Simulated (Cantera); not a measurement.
Charge: 1 mol SiC, 0.85 mol CO2, a varied amount of H2, held at 1000 K and 0.230 bar.

Equilibrium computed with Cantera from the NASA thermochemical tables; the gas is ideal and each condensed phase is pure. Candidate condensed phases: C, C6H6, C7H8, C8H18, H2O, Si, SiC, SiO2; 123 gas species. Equilibrium is a limit: real reactors are often held back by kinetics, nucleation or transport.

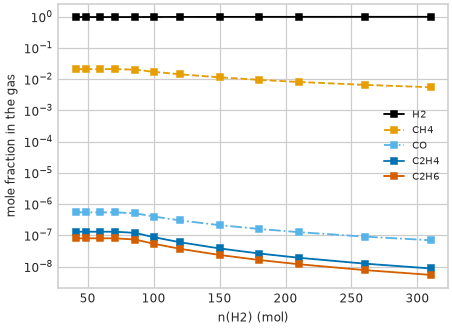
Equilibrium gas composition (values under 1e-9 drawn at 1e-9)

From 41 mol H2 to 71 mol H2 the condensed part is C(graphite) + SiC(s) + SiO2(β-quartz). From 86 mol H2 to 310 mol H2 the condensed part is SiC(s) + SiO2(β-quartz).
